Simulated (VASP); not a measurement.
The compound is Ga₂As₃ (space group P-6m2, No. 187), taken as a model structure set up as the input of an electronic-structure calculation (not necessarily at equilibrium).

```cif
data_structure
_symmetry_space_group_name_H-M 'P 1'
_symmetry_Int_Tables_number 1
_cell_length_a 4.5831
_cell_length_b 4.5831
_cell_length_c 5.6278
_cell_angle_alpha 90.000
_cell_angle_beta 90.000
_cell_angle_gamma 120.000
_cell_volume 102.37
loop_
_atom_site_label
_atom_site_type_symbol
_atom_site_fract_x
_atom_site_fract_y
_atom_site_fract_z
_atom_site_occupancy
Ga1 Ga 0.66667 0.33333 0.50000 1
Ga2 Ga 0.33333 0.66667 0.00000 1
As1 As 0.00000 0.00000 0.74540 1
As2 As 0.00000 0.00000 0.25460 1
As3 As 0.66667 0.33333 0.00000 1
```

Describe the stacking along c, with columns A (0, 0), B (1/3, 2/3), C (2/3, 1/3) of the hexagonal mesh.

Ga(B)+As(C) – As(A) – Ga(C) – As(A) (four layers in 5.63 Å).

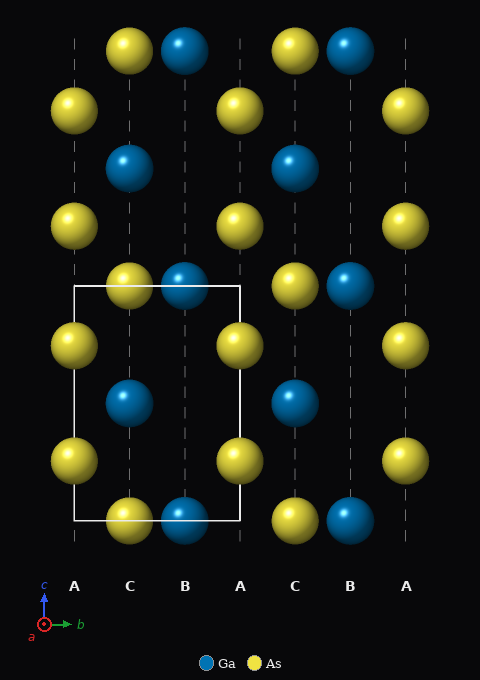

Projection along an edge of the hexagonal mesh, stacking direction c upwards. The dashed lines mark the three columns A (0, 0), B (1/3, 2/3) and C (2/3, 1/3). The sequence starts with the first layer at or above the cell's origin.
